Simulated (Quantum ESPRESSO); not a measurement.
# Core-hole calculation of the O K edge in Sc2CO (R-3m), part 2 of 3

Aim: the near-edge shape at the O K edge of Sc2CO (R-3m), and what the core hole does to it.

Quantum ESPRESSO 7.5; X-ray absorption near-edge structure, plane-wave PAW PBEsol, one-electron final states by a Lanczos continued fraction.

So far. Step 2 (The field without a hole): The mesh shows no gap, so the system is treated as a metal and the core electron is put at the Fermi level (neutral cell). Step 3 (Spectrum without a core hole, O atom 3): Main maxima below 24 eV (height): 4.3 eV (2.30), 7.0 eV (1.66), 10.6 eV (1.53), 12.7 eV (1.58) and 17.2 eV (0.66). A K edge sees empty p states; the first features are O p mixed into the empty d states of the Sc neighbours, and the broad ones above probably into the cations' higher empty bands.

## 6. The atom with a core hole

Level of this step: all-electron atom with a core hole and its PAW potential, PBEsol, scalar-relativistic (Quantum ESPRESSO).

The frozen core must hold the hole, so the absorber gets a data set of its own.

Contents of O.pbesol-n-kjpaw-1sch.ld1.in:

```
&input
   title='O', zed=8., rel=1, iswitch=3, dft='PBESOL',
   config='1s1 2s2 2p5'
/
&inputp
   file_pseudopw='O.pbesol-n-kjpaw-1sch.UPF', author='',
   lpaw=.true.,
   pseudotype=3,
   lloc=-1,
   rcloc=1.1,
   which_augfun='PSQ',
   rmatch_augfun_nc=.true.,
   nlcc=.true.,
   new_core_ps=.true.,
   rcore=0.7,
   tm=.true.,
   zval=7,
   lgipaw_reconstruction=.true., use_paw_as_gipaw=.true.
/
4
2S  1  0  2.00  0.00  1.00  1.30  0.0
2S  1  0  0.00  1.00  1.00  1.30  0.0
2P  2  1  5.00  0.00  0.90  1.35  0.0
2P  2  1  0.00  0.05  0.90  1.35  0.0
```

The run is started by

```
$ ld1.x < O.pbesol-n-kjpaw-1sch.ld1.in > O.pbesol-n-kjpaw-1sch.ld1.out
```

The log of the run:

```text
     [... banner and references ...]
PAW data will be used for GIPAW calculation
     --------------------------- All-electron run ----------------------------

     O
     scalar relativistic calculation

     atomic number is  8.00
     dft =PBESOL   lsd =0 sic =0 latt =0  beta=0.20 tr2=1.0E-14
     Exchange-correlation= PBESOL
                           (   1   4  10   8   0   0   0)
     mesh =1095 r(mesh) =  99.04343 a.u. xmin = -7.00 dx = 0.01250
     1 Ry =  13.60569312 eV, c = 137.03599908

     n l     nl                  e(Ry)          e(Ha)          e(eV)
     1 0     1S 1( 1.00)       -42.0918       -21.0459      -572.6886
     2 0     2S 1( 2.00)        -1.9341        -0.9671       -26.3152
     2 1     2P 1( 5.00)        -0.8492        -0.4246       -11.5534

     final scf error:  7.9E-15 reached in  21 iterations

     Etot =    -110.333738 Ry,     -55.166869 Ha,   -1501.166979 eV

     Ekin =     109.962805 Ry,      54.981402 Ha,    1496.120178 eV
     Encl =    -271.267939 Ry,    -135.633970 Ha,   -3690.788338 eV
     Eh   =      64.057535 Ry,      32.028767 Ha,     871.547163 eV
     Exc  =     -13.086138 Ry,      -6.543069 Ha,    -178.045982 eV

     normalization and overlap integrals

     s(1S/1S) =  1.000000  <r> =   0.1927  <r2> =    0.0500  r(max) =   0.1266
     s(1S/2S) = -0.000242
     s(2S/2S) =  1.000000  <r> =   1.0681  <r2> =    1.3914  r(max) =   0.8151
     s(2P/2P) =  1.000000  <r> =   1.0976  <r2> =    1.6046  r(max) =   0.7104

     ------------------------ End of All-electron run ------------------------

     --------------------- Generating PAW atomic setup --------------------

      Generating local potential from pseudized AE potential:
      Matching radius rcloc =   1.1000

[...]
(   1   4  10   8   0   0   0)
     mesh =1095 r(mesh) =  99.04343 a.u. xmin = -7.00 dx = 0.01250
     1 Ry =  13.60569312 eV, c = 137.03599908

     n l     nl                  e(Ry)          e(Ha)          e(eV)
[...]
final scf error:  7.9E-15 reached in  21 iterations

     Etot =    -110.333738 Ry,     -55.166869 Ha,   -1501.166979 eV

     Ekin =     109.962805 Ry,      54.981402 Ha,    1496.120178 eV
     Encl =    -271.267939 Ry,    -135.633970 Ha,   -3690.788338 eV
     Eh   =      64.057535 Ry,      32.028767 Ha,     871.547163 eV
     Exc  =     -13.086138 Ry,      -6.543069 Ha,    -178.045982 eV

     normalization and overlap integrals

     s(1S/1S) =  1.000000  <r> =   0.1927  <r2> =    0.0500  r(max) =   0.1266
     s(1S/2S) = -0.000242
     s(2S/2S) =  1.000000  <r> =   1.0681  <r2> =    1.3914  r(max) =   0.8151
     s(2P/2P) =  1.000000  <r> =   1.0976  <r2> =    1.6046  r(max) =   0.7104

     ------------------------ End of All-electron run ------------------------

     ---------------------- Testing the pseudopotential ----------------------

     O
     scalar relativistic calculation

     atomic number is  8.00   valence charge is  7.00
     dft = SLA  PW   PSX  PSC   lsd =0 sic =0 latt =0  beta=0.20 tr2=1.0E-14
     mesh =1095 r(mesh) =  99.04343 xmin = -7.00 dx = 0.01250

     n l     nl             e AE (Ry)        e PS (Ry)    De AE-PS (Ry)
     1 0     2S   1( 2.00)       -1.93413       -1.93414        0.00000
     2 1     2P   1( 5.00)       -0.84916       -0.84916        0.00001

     eps = 4.7E-15  iter =  4

     Etot =    -110.333738 Ry,     -55.166869 Ha,   -1501.166979 eV
     Etotps =   -51.199817 Ry,     -25.599909 Ha,    -696.609003 eV

     Ekin =      48.281940 Ry,      24.140970 Ha,     656.909257 eV
     Encl =    -128.188770 Ry,     -64.094385 Ha,   -1744.097060 eV
     Ehrt =      41.793146 Ry,      20.896573 Ha,     568.624721 eV
     Ecxc =     -13.086134 Ry,      -6.543067 Ha,    -178.045921 eV
     (Ecc =      -0.074215 Ry,      -0.037107 Ha,      -1.009745 eV)

     ---------------------- End of pseudopotential test ----------------------
```

Elapsed: 0.62 s, on 1 MPI rank of Arm Neoverse V1, shared host; peak memory 0.16 GiB.

Removing the core electron and adding it to the valence shell costs the free atom 532.9 eV.

## 7. Supercell with XCH, O atom 3

The holes are 5.6 Å apart. The excited electron is kept in the cell, where it fills the lowest empty states and screens the hole.

Contents of scf.in:

```
&control
   calculation='scf', prefix='x', pseudo_dir='../pp', outdir='tmp', tprnfor=.true.
/
&system
   ibrav=0, nat=12, ntyp=4, nbnd=60
   ecutwfc=50, ecutrho=450
   occupations='smearing', smearing='mv', degauss=0.015
/
&electrons
   conv_thr=1.2e-07, electron_maxstep=120
   mixing_beta=0.5
/
ATOMIC_SPECIES
Sc 1.0 Sc.pbesol-spn-kjpaw.UPF
O0 1.0 O.pbesol-n-kjpaw-1sch.UPF
O 1.0 O.pbesol-n-kjpaw.UPF
C 1.0 C.pbesol-n-kjpaw.UPF
CELL_PARAMETERS angstrom
  0.00000000 -1.87221894 5.29006396
  0.00000000 5.61665682 0.00000000
  -4.86416749 2.80832841 0.00000000
ATOMIC_POSITIONS crystal
Sc   0.26075788 0.75358596 0.00000000
Sc   0.26075788 0.08691929 0.33333333
Sc   0.26075788 0.42025263 0.66666667
Sc   0.73924212 0.24641404 0.00000000
Sc   0.73924212 0.57974737 0.33333333
Sc   0.73924212 0.91308071 0.66666667
O0   0.00000000 0.00000000 0.00000000
O    0.00000000 0.33333333 0.33333333
O    0.00000000 0.66666667 0.66666667
C    0.50000000 0.50000000 0.00000000
C    0.50000000 0.83333333 0.33333333
C    0.50000000 0.16666667 0.66666667
K_POINTS automatic
5 6 6 0 0 0
```

The run is started by

```
$ OMP_NUM_THREADS=1 mpirun --oversubscribe --bind-to none -np 4 pw.x -nk 4 -in scf.in > scf.out
```

The log of the run:

```text
     [... banner and references ...]
[banner, memory and clock lines left out]
using ibrav=0 with symmetry is DISCOURAGED, use correct ibrav instead

     G-vector sticks info

     bravais-lattice index     =            0
     lattice parameter (alat)  =      10.6044  a.u.
     unit-cell volume          =     975.3128 (a.u.)^3
     number of atoms/cell      =           12
     number of atomic types    =            4
     number of electrons       =        97.00
     number of Kohn-Sham states=           60
     kinetic-energy cutoff     =      50.0000  Ry
     charge density cutoff     =     450.0000  Ry
     scf convergence threshold =      1.2E-07
     mixing beta               =       0.5000
     number of iterations used =            8  plain     mixing
     Exchange-correlation= SLA  PW   PSX  PSC
                           (   1   4  10   8   0   0   0)

     celldm(1)=  10.604375  celldm(2)=   0.000000  celldm(3)=   0.000000
     celldm(4)=   0.000000  celldm(5)=   0.000000  celldm(6)=   0.000000

     crystal axes: (cart. coord. in units of alat)
               a(1) = (   0.000000  -0.333634   0.942703 )
               a(2) = (   0.000000   1.000902   0.000000 )
               a(3) = (  -0.866807   0.500451   0.000000 )

     reciprocal axes: (cart. coord. in units 2 pi/alat)
               b(1) = (  0.000000 -0.000000  1.060780 )
               b(2) = (  0.576830  0.999098  0.353593 )
               b(3) = ( -1.153660  0.000000  0.000000 )

     PseudoPot. #1 for Sc:     Pseudo is Projector augmented-wave + core cor, Zval = 11.0

     ../pp/O.pbesol-n-kjpaw-1sch.UPF
     Pseudo is Projector augmented-wave + core cor, Zval =  7.0
[...]
End of self-consistent calculation

          k = 0.0000 0.0000 0.0000 (  5833 PWs)   bands (ev):

   -36.0847 -36.0051 -35.9916 -35.9912 -35.9763 -35.9741 -15.3574 -15.0798
   -15.0509 -14.9789 -14.9683 -14.9540 -14.9163 -14.8809 -14.8393 -14.7780
   -14.7352 -14.7233 -14.6978 -14.6257 -14.6208 -14.6048 -14.5768 -14.5754
   -11.1083  -6.3406  -6.1333   2.9825   3.0120   3.0232   3.0757   4.0970
     4.1080   6.8098   6.9328   6.9424   7.6733   7.6766   7.6792  10.1057
    10.1212  10.1385  10.2764  10.8581  10.9095  10.9527  12.1125  12.1401
    14.1902  14.2279  14.2323  14.2481  14.5974  14.9850  15.1390  15.4547
    15.4846  15.4965  15.5073  15.5285

     [... bands of 54 further k-points ...]

     the Fermi energy is    12.9512 ev

!    total energy              =   -1120.16898493 Ry
     total all-electron energy =     -9799.506557 Ry
     estimated scf accuracy    <       0.00000001 Ry
     smearing contrib. (-TS)   =      -0.00103680 Ry
     internal energy E=F+TS    =   -1120.16794814 Ry

     The total energy is F=E-TS. E is the sum of the following terms:
     one-electron contribution =    -158.75025998 Ry
     hartree contribution      =     130.84687776 Ry
     xc contribution           =    -142.34603016 Ry
     ewald contribution        =    -558.26210804 Ry
     one-center paw contrib.   =    -391.65642771 Ry

     convergence has been achieved in  15 iterations

     Forces acting on atoms (cartesian axes, Ry/au):

     atom    1 type  1   force =     0.00000000   -0.04694750    0.03595053
     atom    2 type  1   force =    -0.04080380    0.02334958    0.03350787
     atom    3 type  1   force =     0.04080380    0.02334958    0.03350787
[...]
atom   11 type  4   force =     0.00084774    0.00000000    0.00000000
     atom   12 type  4   force =    -0.00084774    0.00000000    0.00000000

     Total force =     0.142576     Total SCF correction =     0.000528

     XML data file, charge density, pseudopotentials, collected wavefunctions
```

The job ended after 3.6 min (4 MPI ranks; peak memory 0.37 GiB; 14 min of CPU time).

Energy with the hole: -133329.079 eV, cores included.

## 8. Spectrum with XCH, O atom 3

The Lanczos recursion gives the spectrum without computing empty bands; each polarisation needs a run of its own on the full k mesh. xe0 is set between filled and empty states, and states below it are cut, here at the Fermi level, which holds the excited electron. The file of filecore holds the core orbital, taken from the hole-free data set.

Contents of xspectra.in:

```
&input_xspectra
   calculation='xanes_dipole', edge='K'
   prefix='x', outdir='tmp', xiabs=2, xe0=12.9512
   xonly_plot=.false., x_save_file='xanes.sav'
   xniter=3000, xcheck_conv=20, xerror=0.005
   xcoordcrys=.false., xepsilon(1)=1, xepsilon(2)=0, xepsilon(3)=0
/
&plot
   xnepoint=413, xemin=-10, xemax=45, terminator=.true., cut_occ_states=.true.
   xgamma=0.4
/
&pseudos
   filecore='../O.wfc'
/
&cut_occ
   cut_desmooth=0.1, cut_stepl=0.05, cut_stepu=0.05, cut_ierror=1e-5
/
6 7 7 0 0 0
```

xspectra_1.in, as its differences from xspectra.in of step 8:

```diff
@@ -5,3 +5,3 @@
    xniter=3000, xcheck_conv=20, xerror=0.005
-   xcoordcrys=.false., xepsilon(1)=1, xepsilon(2)=0, xepsilon(3)=0
+   xcoordcrys=.false., xepsilon(1)=0, xepsilon(2)=1, xepsilon(3)=0
 /
```

xspectra_2.in, as its differences from xspectra_1.in of step 8:

```diff
@@ -5,3 +5,3 @@
    xniter=3000, xcheck_conv=20, xerror=0.005
-   xcoordcrys=.false., xepsilon(1)=0, xepsilon(2)=1, xepsilon(3)=0
+   xcoordcrys=.false., xepsilon(1)=0, xepsilon(2)=0, xepsilon(3)=1
 /
```

The run is started by

```
$ OMP_NUM_THREADS=1 mpirun --oversubscribe --bind-to none -np 4 xspectra.x -nk 4 -in xspectra.in > xspectra.out
```

The log of the run:

```text
     [... banner and references ...]
Reading input_file

     calculation: xanes_dipole

     xepsilon  [cartesian coordinates]:   1.000000   0.000000   0.000000

     xonly_plot: FALSE
        => complete calculation: Lanczos + spectrum plot

     filecore (core-wavefunction file): ../O.wfc

     main plot parameters:
        cut_occ_states: TRUE
        gamma_mode:  constant
        -> using xgamma [eV]:  0.40
        xemin [eV]: -10.00
        xemax [eV]:  45.00
        xnepoint:  413
        xe0 [eV]:  12.951200 (energy zero read in input file)

     WARNING: variable ef_r is obsolete

                      Reading SCF save directory: x.save

     tmp/x.save/

     Exchange-correlation= PBESOL
                           (   1   4  10   8   0   0   0)

     G-vector sticks info

                           Getting the Fermi energy

     From SCF save directory:
        ehomo [eV]:   13.3046 (highest occupied level)
        elumo [eV]:   13.3306 (lowest occupied level)
        ef    [eV]:   13.3046

     -> ef (in eV) will be written in x_save_file

                           Energy zero of the spectrum

     -> ef will NOT be used as energy zero of the spectrum
       (because xe0 read in input file)

     G-vector sticks info

     bravais-lattice index     =            0
     lattice parameter (alat)  =      10.6044  a.u.
     unit-cell volume          =     975.3128 (a.u.)^3
     number of atoms/cell      =           12
     number of atomic types    =            4
     number of electrons       =        97.00
     number of Kohn-Sham states=           60
     kinetic-energy cutoff     =      50.0000  Ry
     charge density cutoff     =     450.0000  Ry
     Exchange-correlation= PBESOL
                           (   1   4  10   8   0   0   0)

     celldm(1)=  10.604375  celldm(2)=   0.000000  celldm(3)=   0.000000
     celldm(4)=   0.000000  celldm(5)=   0.000000  celldm(6)=   0.000000

     crystal axes: (cart. coord. in units of alat)
               a(1) = (   0.000000  -0.333634   0.942703 )
               a(2) = (   0.000000   1.000902   0.000000 )
               a(3) = (  -0.866807   0.500451   0.000000 )

     reciprocal axes: (cart. coord. in units 2 pi/alat)
               b(1) = (  0.000000 -0.000000  1.060780 )
               b(2) = (  0.576830  0.999098  0.353593 )
               b(3) = ( -1.153660  0.000000  0.000000 )

     PseudoPot. #1 for Sc:     Pseudo is Projector augmented-wave + core cor, Zval = 11.0

     ../pp/O.pbesol-n-kjpaw-1sch.UPF
     Pseudo is Projector augmented-wave + core cor, Zval =  7.0
     Shape of augmentation charge: PSQ
     Using radial grid of 1095 points,  4 beta functions with:
                l(1) =   0
                l(2) =   0
                l(3) =   1
                l(4) =   1
     Q(r) pseudized with 0 coefficients

     ../pp/O.pbesol-n-kjpaw.UPF
     Pseudo is Projector augmented-wave + core cor, Zval =  6.0
     Shape of augmentation charge: PSQ
     Using radial grid of 1095 points,  4 beta functions with:
                l(1) =   0
[...]
Q(r) pseudized with 0 coefficients

     ../pp/C.pbesol-n-kjpaw.UPF
     Pseudo is Projector augmented-wave + core cor, Zval =  4.0
     Shape of augmentation charge: PSQ
     Using radial grid of 1073 points,  4 beta functions with:
[...]
l(2) =   0
                l(3) =   1
                l(4) =   1
     Q(r) pseudized with 0 coefficients

     atomic species   valence    mass     pseudopotential
     Sc               11.00     1.00000     Sc( 1.00)
     O0                7.00     1.00000     O ( 1.00)
     O                 6.00     1.00000     O ( 1.00)
     C                 4.00     1.00000     C ( 1.00)

      4 Sym. Ops., with inversion, found

   Cartesian axes

     site n.     atom                  positions (alat units)
         1        Sc     tau(   1) = (   0.0000000   0.6672682   0.2458171  )
         2        Sc     tau(   2) = (  -0.2889356   0.1668170   0.2458171  )
[...]
10        C      tau(  10) = (   0.0000000   0.3336341   0.4713513  )
        11        C      tau(  11) = (  -0.2889356   0.8340853   0.4713513  )
        12        C      tau(  12) = (  -0.5778712   0.3336341   0.4713513  )

     number of k points=   294  Marzari-Vanderbilt smearing, width (Ry)=  0.0150

     Number of k-points >= 100: set verbosity='high' to print them.

     Dense  grid:   157267 G-vectors     FFT dimensions: (  72,  72,  72)

     Smooth grid:    46635 G-vectors     FFT dimensions: (  48,  48,  48)

     The potential is recalculated from file :
     tmp/x.save/charge-density

     Starting wfcs are   84 atomic wfcs
     Checking if some PAW data can be deallocated...

               Reading core wavefunction file for the absorbing atom

     ../O.wfc successfully read

                              Attributing the PAW radii
                     for the absorbing atom [units: Bohr radius]

        PAW proj 1: r_paw(l= 0)= 1.95  (1.5*r_cut)
        PAW proj 2: r_paw(l= 0)= 1.95  (1.5*r_cut)
        PAW proj 3: r_paw(l= 1)= 2.03  (1.5*r_cut)
        PAW proj 4: r_paw(l= 1)= 2.03  (1.5*r_cut)

        NB: The calculation will not necessary use all these r_paw values.
            - For a edge in the electric-dipole approximation,
              only the r_paw(l=1) values are used.
            - For a K edge in the electric-quadrupole approximation,
              only the r_paw(l=2) values are used.

            - For a L2 or L3 edge in the electric-quadrupole approximation,

              all projectors (s, p and d) are used.

     init_gipaw_1: projectors nearly linearly dependent:
     ntyp =  4, l/n1/n2 =  1 2 1  0.99439377

                          Starting XANES calculation
                     in the electric dipole approximation

     Method of calculation based on the Lanczos recursion algorithm
        - STEP 1: Construction of a kpoint-dependent Lanczos basis,
          in which the Hamiltonian is tridiagonal (each 'iter'
          corresponds to the calculation of one more Lanczos vector)
        - STEP 2: Calculation of the cross-section as a continued fraction
          averaged over the k-points.

     ... Begin STEP 1 ...

        Radial transition matrix element(s) used in the calculation of the
        initial vector of the Lanczos basis (|tilde{phi}_abs> normalized)
        | For PAW proj. (l=1) #1: radial matrix element =   0.159558625
        | For PAW proj. (l=1) #2: radial matrix element =   0.204266769

NB: the    74 k-point are not all listed below because npool=  4
        |-------------------------------------------------------------
        ! k-point #     1:  ( 0.0000,  0.0000,  0.0000),  0.0068,   1
        |-------------------------------------------------------------
 okvan= T
        |   Norm of the initial Lanczos vector: 0.11038531E+00
        |   Estimated error at iter     20:   1.00550127
        |   Estimated error at iter     40:   0.48877588
        |   Estimated error at iter     60:   0.14451114
        |   Estimated error at iter     80:   0.12558234
        |   Estimated error at iter    100:   0.12216740
[...]
!   => CONVERGED at iter    280 with error=  0.00447640
        |-------------------------------------------------------------
        ! k-point #     2:  (-0.1648,  0.0000,  0.0000),  0.0068,   1
        |-------------------------------------------------------------
 okvan= T
        |   Norm of the initial Lanczos vector: 0.11038079E+00
[...]
!   => CONVERGED at iter    460 with error=  0.00375215
        |-------------------------------------------------------------
     [... 71 further k-points ...]
        ! k-point #    74:  (-0.2472,  0.4282,  0.3283),  0.0068,   1
        |-------------------------------------------------------------
 okvan= T
        |   Norm of the initial Lanczos vector: 0.11037341E+00
[...]
|   Estimated error at iter    380:   0.00588209
        |   Estimated error at iter    400:   0.00506718
        |   Estimated error at iter    420:   0.01012927
        !   => CONVERGED at iter    440 with error=  0.00298260

     Results of STEP 1 successfully written in x_save_file
     x_save_file name:
     ->  xanes.sav
     x_save_file version:  2

     ... End STEP 1 ...

     ... Begin STEP 2 ...

     The spectrum is calculated using the following parameters:
        xe0 [eV]:   12.9512
        the occupied states are elimintate from the spectrum
        xemin [eV]: -10.00
        xemax [eV]:  45.00
        xnepoint:  413
        constant broadening parameter [eV]:    0.400
        Core level energy [eV]:  -543.1
         (from electron binding energy of neutral atoms in X-ray data booklet)

     Cross-section successfully written in xanes.dat

     ... End STEP 2 ...

                                END JOB XSpectra
```

The job ended after 10 min (4 MPI ranks; peak memory 0.24 GiB).

The O K spectrum, O atom 3, excited-electron core hole (neutral cell) (energy from the energy zero of the input (xe0, at the border of filled and empty states); intensity scaled to a mean of 1 over the first 20 eV; the points at xe0, where the cut of filled states can leave a spike, are interpolated; polarised curves are means over the symmetry-equivalent atoms):

```tsv
E (eV)	isotropic	ε ⊥ c	ε ∥ c
-2.0	0.08	0.08	0.07
-0.5	0.23	0.25	0.20
1.0	1.25	1.36	1.03
2.5	2.19	2.37	1.82
4.0	1.06	1.03	1.13
5.5	1.53	1.21	2.17
7.0	1.00	1.21	0.58
8.5	1.44	1.60	1.12
10.0	1.03	0.96	1.17
11.5	1.20	0.76	2.08
13.0	0.50	0.48	0.53
14.5	0.52	0.63	0.30
16.0	0.65	0.74	0.47
17.5	0.47	0.44	0.54
19.0	0.44	0.45	0.43
20.5	0.53	0.59	0.39
22.0	0.72	0.76	0.64
23.5	1.50	1.56	1.40
25.0	2.03	2.20	1.69
26.5	1.19	1.13	1.32
28.0	0.88	0.76	1.12
29.5	0.64	0.56	0.81
31.0	0.34	0.34	0.33
```

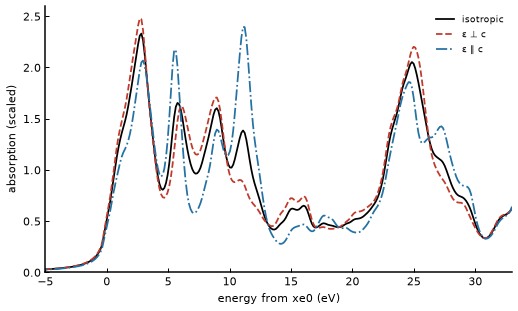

The O K edge, O atom 3, excited-electron core hole (neutral cell): main maxima at 2.8, 5.8 and 9.0 eV.

Main maxima below 24 eV (height): 2.8 eV (2.33), 5.8 eV (1.65), 9.0 eV (1.60), 11.1 eV (1.39) and 16.0 eV (0.65). 

The total-energy difference is 536.80 eV. One term is added: -8.91 eV, since the hole is spin-paired here and a spin-polarised one costs that much less in the free atom (computed apart). The photon energy is then 527.89 eV. The functional leaves an error in such absolute values: in the free atom PBEsol prices this hole 2.1 eV below PBE (computed apart), and PBE is itself good to a few eV.

(Continued in part 3 of 3.)

[Banner, clock and machine lines of the logs are left out without a mark of their own.]

[Logs are printed without paths, hosts, clocks, repeated set-up lines and the standing remarks that a program may print on its own settings, such as how far it seeks lower states.]

[Hosts, paths, dates, database ids (printed as entryN), source tags and the programs' standing remarks are cut or masked in the printed files.]

[Lists of maxima count a maximum above −3 eV only where it reaches 4 % of the highest in the window and stands out from its surroundings by 2 % of it (1.5 % where it reaches 55 %); shoulders and weaker maxima are passed over, and of the rest the first, up to two pre-edge ones and the few strongest are named.]
